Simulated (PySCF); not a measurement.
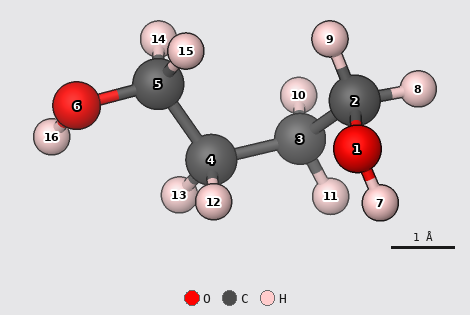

**Figure 1.** The structure (ball-and-stick view, seen at a tilt; atoms are numbered from 1 in the order of the input). Bond lengths as drawn: C–C 1.52 Å, C–H 1.10 to 1.11 Å, C–O 1.40 Å and H–O 0.96 Å.

Run report: C4H10O2, excited-state calculation

The run: excited-state calculation of C4H10O2 (1,4-butanediol). Method and program: TDDFT wB97X-D/def2-SVPD, vertical, IEF-PCM chloroform (non-equilibrium linear response), core orbitals frozen in the response (PySCF 2.14.0).

The geometry comes from this level: PBE0-D3(BJ)/def2-SVP. It belongs to a series of runs on one base structure; here: solvent chloroform.

### What the program printed
```
coarse grid: 12720 points
cycle   1  E = -308.4155610231  dE =  6.896e-01  |g| = 7.753e-01  |ddm| = 4.730e+00
cycle   2  E = -308.4000948461  dE =  1.547e-02  |g| = 8.714e-01  |ddm| = 1.537e+00
cycle   3  E = -308.5317149874  dE = -1.316e-01  |g| = 4.897e-02  |ddm| = 7.212e-01
cycle   4  E = -308.5322216282  dE = -5.066e-04  |g| = 1.791e-02  |ddm| = 9.592e-02
cycle   5  E = -308.5323016401  dE = -8.001e-05  |g| = 5.701e-03  |ddm| = 3.772e-02
cycle   6  E = -308.5323105871  dE = -8.947e-06  |g| = 6.105e-04  |ddm| = 1.192e-02
final grid: 120968 points
cycle   7  E = -308.5888538916  dE = -1.056e-04  |g| = 3.663e-03  |ddm| = 1.345e-01
cycle   8  E = -308.5888574262  dE = -3.535e-06  |g| = 2.513e-03  |ddm| = 1.830e-02
cycle   9  E = -308.5888588719  dE = -1.446e-06  |g| = 5.765e-04  |ddm| = 4.048e-03
cycle  10  E = -308.5888589805  dE = -1.086e-07  |g| = 3.050e-04  |ddm| = 2.097e-03
cycle  11  E = -308.5888590001  dE = -1.960e-08  |g| = 4.254e-05  |ddm| = 3.708e-04
cycle  12  E = -308.5888590014  dE = -1.246e-09  |g| = 9.989e-06  |ddm| = 1.879e-04
cycle  13  E = -308.5888590014  dE = -4.513e-11  |g| = 3.905e-06  |ddm| = 3.395e-05
```

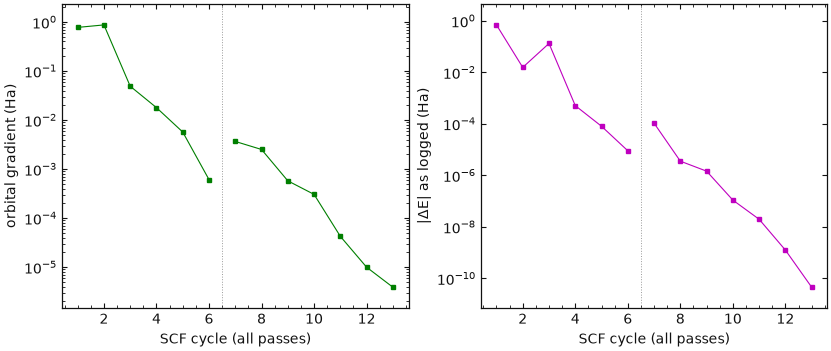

**Figure 2.** Convergence of the self-consistent field: orbital gradient and size of the energy change against the SCF cycle. The dotted line marks the change from a coarse to the final integration grid. The first 6 cycles use a coarse grid, the final grid takes over at cycle 7, and the field converges after 13 cycles in all.

```
converged SCF energy = -308.5888590014

Static polarisability (au): isotropic 73.015, principal 69.954 71.272 77.820

Singlet excitations
state   eV       nm        f      main configurations
  1   7.5218    164.8   0.01044   H-1->L 0.61, H-1->L+1 0.16
  2   7.5276    164.7   0.00766   H->L+1 0.58, H->L 0.25, H-1->L 0.09
  3   8.5984    144.2   0.05062   H->L 0.32, H->L+4 0.14, H->L+2 0.13
  4   8.6420    143.5   0.01677   H-1->L+2 0.59, H->L+2 0.15
  5   8.7203    142.2   0.04386   H-2->L 0.29, H->L+2 0.26, H-1->L+2 0.12
  6   8.8175    140.6   0.00311   H-2->L 0.30, H->L+3 0.13, H-1->L+3 0.10
```

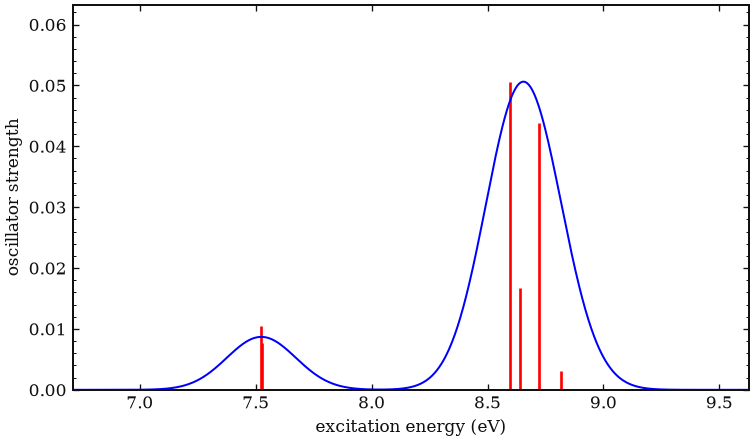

**Figure 3.** Computed excitations as sticks (degenerate states added up, dark ones marked on the axis), with a Gaussian envelope of 0.35 eV full width at half maximum, scaled to the tallest. Of the 6 states the lowest lies at 7.52 eV (f = 0.010); the strongest line is at 8.60 eV, or 144 nm (f = 0.051).

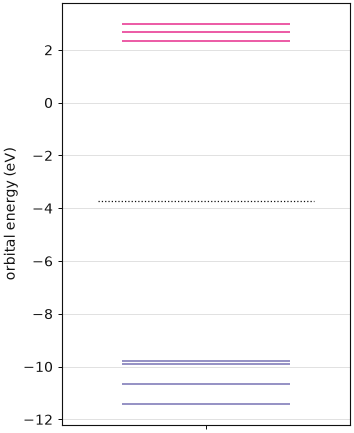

**Figure 4.** Orbital energies near the frontier; the dotted line parts filled from empty levels, and levels within 0.02 eV of each other stand side by side. Highest filled −9.81 eV, lowest empty 2.36 eV, 12.17 eV apart.

The run was set up as follows.

### Input file
```
{"job": {"kind": "uv", "xc": "wB97X-D", "basis": "def2-SVPD", "solvent": "chloroform", "nstates": 6, "ntriplets": 0}, "charge": 0, "multiplicity": 1}
O      2.189637     0.775196     0.061430
C      1.655010    -0.487323    -0.235360
C      0.424240    -0.829202     0.595399
C     -0.677234     0.221783     0.542614
C     -1.325508     0.382510    -0.823105
O     -2.350475     1.337876    -0.829145
H      2.446495     0.779682     0.989690
H      2.409319    -1.290998    -0.116845
H      1.398543    -0.463271    -1.306813
H      0.037427    -1.809005     0.261765
H      0.734027    -0.974839     1.646190
H     -0.272333     1.199628     0.849557
H     -1.462218    -0.041426     1.275085
H     -1.682238    -0.607039    -1.182257
H     -0.581406     0.731914    -1.556050
H     -2.999700     1.078263    -0.167336
```

The first line tells a small driver script what to run in PySCF; the rest is the geometry in Å.

Command:
```bash
OMP_NUM_THREADS=1 python <driver script> task.json out
```

### Key numbers

| quantity | value |
| --- | --- |
| outcome | converged |
| total energy | −308.588859 hartree |
| HOMO | −9.81 eV |
| LUMO | 2.36 eV |
| dipole moment | 4.09 D |
| mean polarisability | 73.02 a.u. |
| lowest excitation | 7.52 eV |
| hardware | 1 CPU thread, shared host |
| wall time | 22 s |
| peak memory | 0.98 GiB |
